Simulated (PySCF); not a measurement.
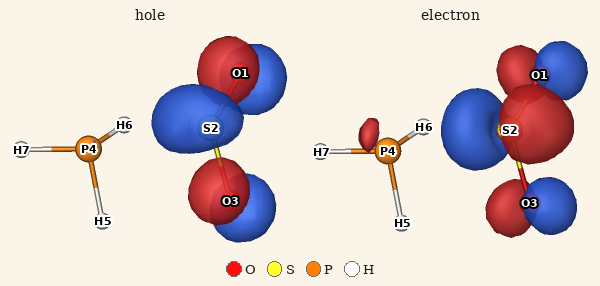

Figure 1: H3O2PS, SMILES `O=S=O.P`. Leading natural transition orbital pair of S₁ (TDA singlet states); the surfaces enclose about 70 % of each orbital's density.

Level of theory: B3LYP/def2-SVP (PySCF), at an unrelaxed start geometry of a pair search. Without diffuse functions Rydberg states are missing, so the states' numbers hold for this basis only.

Geometry (Å), atoms numbered from 1:

```
O1      -1.2216    1.1765    0.3649
S2      -0.9609   -0.0200   -0.3889
O3      -0.9549   -1.2465    0.3658
P4       1.7482    0.0654   -0.0781
H5       1.8365   -1.1471    0.5821
H6       1.6021    0.7928    1.0899
H7       3.1253    0.2526   -0.1232
```

Give its energy and the atoms that hole and electron lie on.

Answer. 4.12 eV (301 nm), f = 0.080; the leading pair carries 99 %; hole on O1 (32 %), O3 (30 %) and S2 (28 %), electron on S2 (44 %), O1 and O3 (21 % each) and P4 (10 %); their centroids lie 0.2 Å apart. In canonical orbitals it is mainly HOMO → LUMO (71 %). The HOMO–LUMO gap is 4.96 eV.
